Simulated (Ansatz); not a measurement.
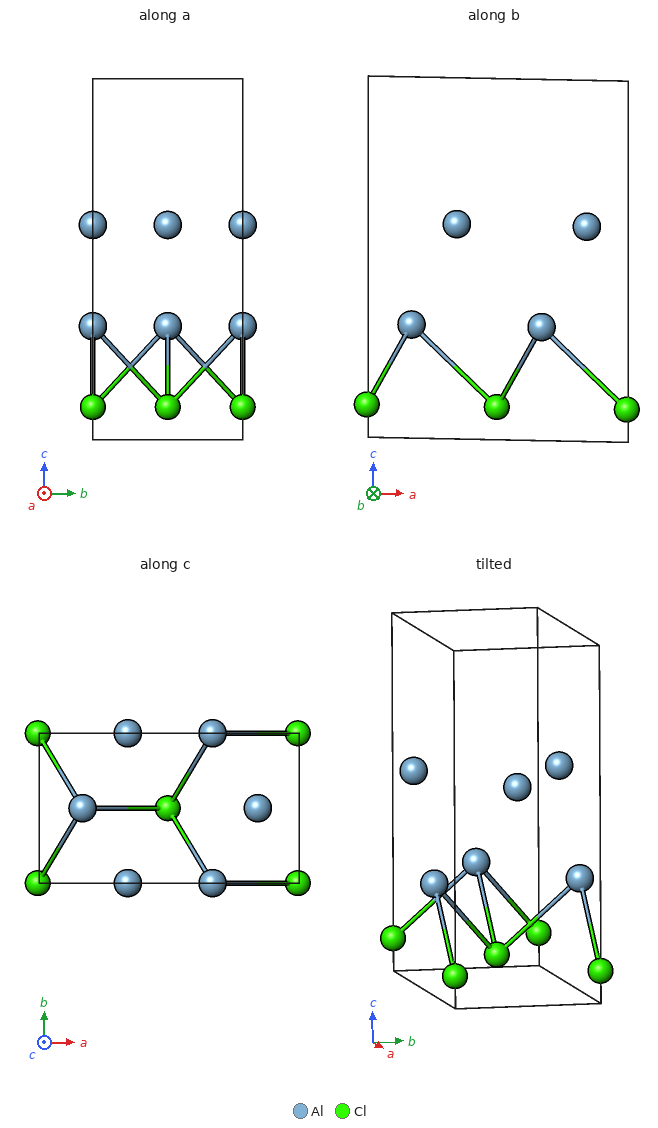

Figure: ball-and-stick view along the a axis, along the b axis, along the c axis and slightly off an axis. The conventional unit cell is outlined; an atom on or near a face, edge or corner is repeated at each equivalent position.

Lattice parameters: a = 5.457 Å, b = 3.144 Å, c = 7.579 Å, α = 90.00°, β = 91.13°, γ = 90.00°. Put a along x and b in the xy plane.

### Record the structure as a POSCAR file, with free fractional coordinates to two decimals.

```
Al Cl
1.0
     5.457    0.000    0.000
     0.000    3.144    0.000
    -0.150    0.000    7.578
Al Cl
4 2
Direct
  0.17 0.50 0.31
  0.34 0.00 0.59
  0.67 0.00 0.31
  0.84 0.50 0.59
  0.49 0.50 0.09
  0.99 0.00 0.09
```

Starting structure: a structure type filled with these elements by a generator (whether the compound takes this form wasn't checked). Earlier steps of the study may have refined or changed the cell and positions. It was set up as input for a calculation with Ansatz.
